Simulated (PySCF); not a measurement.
# CH7B2FN2: NMR shifts at several levels of theory, part 2 of 2

PySCF 2.14.0. Atoms count from 0. Earlier steps stand in the parts before.

## (8) Nuclear shieldings: PBE0/aug-cc-pVDZ

Job settings and geometry (Å):

```
{"job": {"kind": "nmr", "xc": "PBE0", "basis": "aug-cc-pVDZ", "pop": true}, "charge": 0, "multiplicity": 1}
B     -2.397281    -0.142111    -0.039481
N     -1.443226     0.878536    -0.110410
B      0.004476     0.777608    -0.076393
F      0.690382     1.928505    -0.189630
N      0.695096    -0.426887     0.065674
C      2.125458    -0.581597     0.102400
H     -2.033631    -1.292962     0.079562
H     -3.575591     0.123327    -0.096387
H     -1.784936     1.829197    -0.215634
H      0.154334    -1.278901     0.146647
H      2.600509     0.404846     0.018990
H      2.469919    -1.040222     1.045257
H      2.498765    -1.203683    -0.729517
```

With the program's defaults for keys left out, this is: GIAO PBE0/aug-cc-pVDZ NMR shielding, non-relativistic, gas phase.

Log:

```text
coarse grid: 10808 points
cycle   1  E = -301.1554939688  dE =  5.429e-01  |g| = 5.418e-01  |ddm| = 8.604e+00
cycle   2  E = -301.1270101511  dE =  2.848e-02  |g| = 6.979e-01  |ddm| = 2.033e+00
cycle   3  E = -301.2146082961  dE = -8.760e-02  |g| = 5.170e-02  |ddm| = 9.176e-01
cycle   4  E = -301.2151302398  dE = -5.219e-04  |g| = 2.027e-02  |ddm| = 1.335e-01
cycle   5  E = -301.2152167030  dE = -8.646e-05  |g| = 7.617e-03  |ddm| = 4.582e-02
cycle   6  E = -301.2152285931  dE = -1.189e-05  |g| = 1.722e-03  |ddm| = 1.301e-02
cycle   7  E = -301.2152292590  dE = -6.659e-07  |g| = 3.217e-04  |ddm| = 3.392e-03
final grid: 104816 points
cycle   8  E = -301.2250858672  dE = -3.927e-05  |g| = 7.883e-03  |ddm| = 1.661e-01
cycle   9  E = -301.2250776586  dE =  8.209e-06  |g| = 1.010e-02  |ddm| = 2.956e-02
cycle  10  E = -301.2251004433  dE = -2.278e-05  |g| = 9.508e-04  |ddm| = 1.482e-02
cycle  11  E = -301.2251006463  dE = -2.031e-07  |g| = 2.256e-04  |ddm| = 2.126e-03
cycle  12  E = -301.2251006548  dE = -8.502e-09  |g| = 8.061e-05  |ddm| = 4.420e-04
cycle  13  E = -301.2251006561  dE = -1.321e-09  |g| = 1.921e-05  |ddm| = 1.711e-04
cycle  14  E = -301.2251006562  dE = -6.833e-11  |g| = 4.706e-06  |ddm| = 3.601e-05
converged SCF energy = -301.2251006562

GIAO shielding tensors (ppm)
atom      isotropic    diamagn.    paramagn.     s11        s22        s33       span
  0 B       69.402     235.796    -166.394     35.137     43.292    129.776     94.639
  1 N      136.770     273.268    -136.498     22.083    150.126    238.100    216.017
  2 B       88.917     200.758    -111.841     63.708     98.230    104.815     41.107
  3 F      331.548     471.397    -139.849    243.970    314.763    435.911    191.942
  4 N      212.722     273.083     -60.362    162.701    234.504    240.960     78.258
  5 C      168.589     205.657     -37.068    146.128    163.005    196.635     50.508
  6 H       25.990      33.193      -7.203     23.266     25.764     28.938      5.672
  7 H       26.030      25.687       0.343     24.756     26.144     27.191      2.435
  8 H       26.051      33.944      -7.893     21.918     26.977     29.257      7.339
  9 H       28.400      32.959      -4.559     20.225     29.223     35.753     15.527
 10 H       28.098      28.479      -0.381     23.564     28.325     32.406      8.843
 11 H       28.822      26.635       2.188     23.961     26.815     35.690     11.729
 12 H       28.817      26.434       2.383     23.940     26.801     35.710     11.770
```

Wall time 24 s (1 thread of Arm Neoverse V1, shared host); peak memory 0.89 GiB.

Key values: δ C5 26.5, B0 40.8, B2 21.3, N1 133.1, H6 5.39, H8 5.34 ppm (means over like atoms).

## (9) Nuclear shieldings: PBE0/IGLO-III

Same as in step 8 but for these lines:

```diff
@@ -1,2 +1,2 @@
-{"job": {"kind": "nmr", "xc": "PBE0", "basis": "aug-cc-pVDZ", "pop": true}, "charge": 0, "multiplicity": 1}
+{"job": {"kind": "nmr", "xc": "PBE0", "basis": "IGLO-III", "pop": true}, "charge": 0, "multiplicity": 1}
 B     -2.397281    -0.142111    -0.039481
```

Level: GIAO PBE0/IGLO-III NMR shielding, non-relativistic, gas phase.

Log:

```text
coarse grid: 10808 points
cycle   1  E = -301.2554527660  dE =  5.141e-01  |g| = 5.941e-01  |ddm| = 2.202e+00
cycle   2  E = -301.2211457249  dE =  3.431e-02  |g| = 7.885e-01  |ddm| = 6.033e-01
cycle   3  E = -301.3203552869  dE = -9.921e-02  |g| = 5.769e-02  |ddm| = 3.154e-01
cycle   4  E = -301.3208691688  dE = -5.139e-04  |g| = 2.948e-02  |ddm| = 3.683e-02
cycle   5  E = -301.3210329317  dE = -1.638e-04  |g| = 9.200e-03  |ddm| = 1.560e-02
cycle   6  E = -301.3210490610  dE = -1.613e-05  |g| = 1.980e-03  |ddm| = 4.397e-03
cycle   7  E = -301.3210498656  dE = -8.045e-07  |g| = 4.117e-04  |ddm| = 9.773e-04
final grid: 104816 points
cycle   8  E = -301.3190720591  dE = -1.049e-04  |g| = 8.460e-03  |ddm| = 5.788e-02
cycle   9  E = -301.3190643664  dE =  7.693e-06  |g| = 1.044e-02  |ddm| = 8.625e-03
cycle  10  E = -301.3190860121  dE = -2.165e-05  |g| = 9.297e-04  |ddm| = 4.407e-03
cycle  11  E = -301.3190861771  dE = -1.650e-07  |g| = 3.851e-04  |ddm| = 5.311e-04
cycle  12  E = -301.3190862040  dE = -2.690e-08  |g| = 1.043e-04  |ddm| = 1.645e-04
cycle  13  E = -301.3190862060  dE = -1.998e-09  |g| = 2.448e-05  |ddm| = 5.131e-05
cycle  14  E = -301.3190862061  dE = -9.766e-11  |g| = 5.959e-06  |ddm| = 1.136e-05
converged SCF energy = -301.3190862061

GIAO shielding tensors (ppm)
atom      isotropic    diamagn.    paramagn.     s11        s22        s33       span
  0 B       55.655     194.654    -138.998     19.643     26.783    120.540    100.897
  1 N      115.810     315.038    -199.228     -8.606    132.114    223.924    232.530
  2 B       77.801     195.774    -117.972     52.806     86.766     93.832     41.026
  3 F      318.812     472.418    -153.606    225.348    304.449    426.640    201.292
  4 N      198.865     313.276    -114.411    143.149    221.972    231.473     88.324
  5 C      156.232     244.959     -88.726    131.735    151.443    185.520     53.785
  6 H       26.093      31.624      -5.531     23.356     25.730     29.193      5.837
  7 H       26.170      28.626      -2.456     24.908     26.127     27.475      2.567
  8 H       26.159      30.808      -4.649     21.975     27.110     29.393      7.418
  9 H       28.446      34.335      -5.890     20.089     29.277     35.971     15.882
 10 H       28.175      28.209      -0.033     23.638     28.432     32.456      8.818
 11 H       28.884      27.758       1.126     24.026     26.833     35.793     11.767
 12 H       28.877      27.795       1.082     24.004     26.816     35.812     11.808
```

Wall time 37 s (1 thread of Arm Neoverse V1, shared host); peak memory 1.1 GiB.

Key values: δ C5 27.5, B0 44.3, B2 22.1, N1 144.7, H6 5.24, H8 5.21 ppm (means over like atoms).

## (10) Nuclear shieldings: PBE0/pcSseg-0

Same as in step 9 but for these lines:

```diff
@@ -1,2 +1,2 @@
-{"job": {"kind": "nmr", "xc": "PBE0", "basis": "IGLO-III", "pop": true}, "charge": 0, "multiplicity": 1}
+{"job": {"kind": "nmr", "xc": "PBE0", "basis": "pcSseg-0", "pop": true}, "charge": 0, "multiplicity": 1}
 B     -2.397281    -0.142111    -0.039481
```

With the program's defaults for keys left out, this is: GIAO PBE0/pcSseg-0 NMR shielding, non-relativistic, gas phase.

Log:

```text
coarse grid: 10808 points
cycle   1  E = -300.5213600039  dE =  4.575e-01  |g| = 4.577e-01  |ddm| = 3.288e+00
cycle   2  E = -300.5108266120  dE =  1.053e-02  |g| = 5.680e-01  |ddm| = 8.870e-01
cycle   3  E = -300.5619798237  dE = -5.115e-02  |g| = 3.413e-02  |ddm| = 4.724e-01
cycle   4  E = -300.5621682357  dE = -1.884e-04  |g| = 2.048e-02  |ddm| = 5.061e-02
cycle   5  E = -300.5622536215  dE = -8.539e-05  |g| = 5.396e-03  |ddm| = 2.096e-02
cycle   6  E = -300.5622602338  dE = -6.612e-06  |g| = 8.402e-04  |ddm| = 5.355e-03
final grid: 104816 points
cycle   7  E = -300.5257713099  dE = -1.647e-05  |g| = 7.485e-03  |ddm| = 1.794e-02
cycle   8  E = -300.5257672972  dE =  4.013e-06  |g| = 9.055e-03  |ddm| = 1.275e-02
cycle   9  E = -300.5257806720  dE = -1.337e-05  |g| = 4.457e-04  |ddm| = 6.882e-03
cycle  10  E = -300.5257807227  dE = -5.070e-08  |g| = 1.383e-04  |ddm| = 5.303e-04
cycle  11  E = -300.5257807263  dE = -3.673e-09  |g| = 5.732e-05  |ddm| = 1.495e-04
cycle  12  E = -300.5257807271  dE = -7.558e-10  |g| = 1.151e-05  |ddm| = 5.609e-05
converged SCF energy = -300.5257807271

GIAO shielding tensors (ppm)
atom      isotropic    diamagn.    paramagn.     s11        s22        s33       span
  0 B       61.469     195.700    -134.231     25.043     30.461    128.904    103.861
  1 N      120.721     329.680    -208.959     -5.207    134.260    233.112    238.319
  2 B       85.435     190.052    -104.617     59.441     97.332     99.531     40.091
  3 F      317.482     473.747    -156.266    193.976    305.596    452.873    258.896
  4 N      209.682     331.993    -122.312    149.672    234.155    245.218     95.546
  5 C      164.226     240.787     -76.561    140.362    159.648    192.667     52.305
  6 H       26.647      31.389      -4.741     24.033     26.518     29.391      5.357
  7 H       26.646      29.080      -2.434     25.029     27.083     27.826      2.797
  8 H       27.937      30.905      -2.967     24.034     27.625     32.153      8.119
  9 H       30.623      35.348      -4.725     21.563     31.184     39.122     17.559
 10 H       29.431      28.170       1.260     24.300     29.375     34.617     10.318
 11 H       30.155      27.481       2.675     24.938     28.127     37.400     12.462
 12 H       30.151      27.477       2.674     24.916     28.122     37.416     12.500
```

It took 5.5 s on 1 thread of Arm Neoverse V1, shared host; peak memory 0.44 GiB.

This run: δ C5 29.3, B0 43.4, B2 19.5, N1 145.3, H6 6.19, H8 4.89 ppm (means over like atoms).

## (11) Shielding tensors: PBE0/pcSseg-2

Same as in step 10 but for these lines:

```diff
@@ -1,2 +1,2 @@
-{"job": {"kind": "nmr", "xc": "PBE0", "basis": "pcSseg-0", "pop": true}, "charge": 0, "multiplicity": 1}
+{"job": {"kind": "nmr", "xc": "PBE0", "basis": "pcSseg-2", "pop": true}, "charge": 0, "multiplicity": 1}
 B     -2.397281    -0.142111    -0.039481
```

Method: GIAO PBE0/pcSseg-2 NMR shielding, non-relativistic, gas phase.

Log:

```text
coarse grid: 10808 points
cycle   1  E = -301.2416207048  dE =  5.075e-01  |g| = 5.946e-01  |ddm| = 2.308e+00
cycle   2  E = -301.2080856697  dE =  3.354e-02  |g| = 7.791e-01  |ddm| = 6.756e-01
cycle   3  E = -301.3072910321  dE = -9.921e-02  |g| = 5.866e-02  |ddm| = 3.630e-01
cycle   4  E = -301.3078663828  dE = -5.754e-04  |g| = 2.566e-02  |ddm| = 4.668e-02
cycle   5  E = -301.3079905801  dE = -1.242e-04  |g| = 9.149e-03  |ddm| = 1.826e-02
cycle   6  E = -301.3080067523  dE = -1.617e-05  |g| = 1.915e-03  |ddm| = 5.232e-03
cycle   7  E = -301.3080075195  dE = -7.672e-07  |g| = 3.569e-04  |ddm| = 1.202e-03
final grid: 104816 points
cycle   8  E = -301.3128110896  dE = -1.267e-04  |g| = 8.295e-03  |ddm| = 4.428e-02
cycle   9  E = -301.3128036057  dE =  7.484e-06  |g| = 1.026e-02  |ddm| = 9.137e-03
cycle  10  E = -301.3128250083  dE = -2.140e-05  |g| = 8.936e-04  |ddm| = 5.019e-03
cycle  11  E = -301.3128251618  dE = -1.534e-07  |g| = 3.766e-04  |ddm| = 6.784e-04
cycle  12  E = -301.3128251878  dE = -2.606e-08  |g| = 1.013e-04  |ddm| = 2.000e-04
cycle  13  E = -301.3128251897  dE = -1.895e-09  |g| = 2.392e-05  |ddm| = 6.702e-05
cycle  14  E = -301.3128251898  dE = -9.436e-11  |g| = 5.694e-06  |ddm| = 1.252e-05
converged SCF energy = -301.3128251898

GIAO shielding tensors (ppm)
atom      isotropic    diamagn.    paramagn.     s11        s22        s33       span
  0 B       55.041     194.117    -139.076     18.557     26.074    120.491    101.934
  1 N      115.884     319.511    -203.627     -8.811    132.039    224.425    233.236
  2 B       77.109     195.808    -118.699     51.907     86.241     93.178     41.271
  3 F      318.718     469.435    -150.716    224.496    304.530    427.129    202.633
  4 N      199.784     323.970    -124.186    144.121    222.443    232.789     88.668
  5 C      155.977     236.426     -80.449    131.455    151.179    185.297     53.842
  6 H       26.047      32.133      -6.086     23.234     25.636     29.269      6.035
  7 H       26.123      28.206      -2.083     24.827     26.036     27.506      2.679
  8 H       25.916      30.317      -4.401     21.723     26.721     29.303      7.580
  9 H       28.166      35.761      -7.595     19.721     28.841     35.938     16.216
 10 H       28.045      28.259      -0.214     23.527     28.287     32.321      8.794
 11 H       28.765      27.430       1.335     23.872     26.690     35.732     11.860
 12 H       28.760      27.458       1.303     23.852     26.677     35.751     11.899
```

Wall time 50 s (1 thread of Arm Neoverse V1, shared host); peak memory 1.2 GiB.

Key values: δ C5 28.1, B0 44.0, B2 22.0, N1 145.8, H8 5.33, H6 5.16 ppm (means over like atoms).

## (12) Side by side: NMR shifts

Shifts (ppm) of some atoms, chosen among heavy atoms and hydrogens apart, means over like atoms, with basis size and wall time:

| run | C5 | H6 | H9 | B0 | N1 | N4 | F3 | functions | time |
| --- | --- | --- | --- | --- | --- | --- | --- | --- | --- |
| PBE0/6-31G* | 27.0 | 5.36 | 2.39 | 38.6 | 121.5 | 46.6 | -129.2 | 98 | 8.3 s |
| PBE0/6-311+G(2d,p) | 26.4 | 5.27 | 2.79 | 41.0 | 140.9 | 61.0 | -146.7 | 204 | 23 s |
| PBE0/def2-SVP | 25.6 | 5.15 | 2.57 | 40.4 | 134.3 | 57.1 | -117.7 | 119 | 9.9 s |
| PBE0/def2-TZVP | 27.3 | 5.30 | 2.76 | 41.7 | 144.8 | 61.9 | -141.6 | 228 | 28 s |
| PBE0/cc-pVDZ | 26.8 | 5.20 | 2.64 | 41.4 | 137.7 | 61.0 | -126.0 | 119 | 11 s |
| PBE0/cc-pVTZ | 26.9 | 5.19 | 2.98 | 40.8 | 144.8 | 62.4 | -137.9 | 278 | 37 s |
| PBE0/aug-cc-pVDZ | 26.5 | 5.39 | 2.99 | 40.8 | 133.1 | 57.1 | -137.4 | 201 | 24 s |
| PBE0/IGLO-III | 27.5 | 5.24 | 2.93 | 44.3 | 144.7 | 61.7 | -144.2 | 280 | 37 s |
| PBE0/pcSseg-0 | 29.3 | 6.19 | 2.21 | 43.4 | 145.3 | 56.3 | -139.1 | 68 | 5.5 s |
| PBE0/pcSseg-2 | 28.1 | 5.16 | 3.08 | 44.0 | 145.8 | 61.9 | -142.9 | 314 | 50 s |

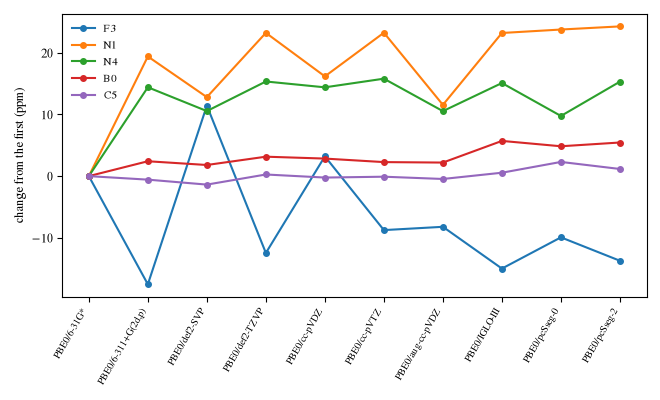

How five of the tabulated atoms move from run to run.

## (13) What came out

What follows sums up all 2 parts.

| quantity | value |
| --- | --- |
| ¹³C shifts against TMS (PBE0/6-31G*) | 27.0 ppm |
| ¹H shifts against TMS (PBE0/6-31G*, means over atoms taken as alike) | 5.36, 4.90, 2.62, 2.39 ppm |
| ¹¹B shifts against BF3·OEt2 (PBE0/6-31G*) | 38.6, 19.2 ppm |
| ¹⁵N shifts against NH3 (PBE0/6-31G*) | 121.5, 46.6 ppm |
| ¹⁹F shifts against CFCl3 (PBE0/6-31G*) | -129.2 ppm |
| range of the shift of F3 | -146.7 to -117.7 ppm |

What this shows: Single values in the summary come from the first sound run of each kind (PBE0/6-31G*), which need not be the best level. In ppm, F3 moves most: its shift spreads over 29.0 ppm, from -146.7 (PBE0/6-311+G(2d,p)) to -117.7 (PBE0/def2-SVP).
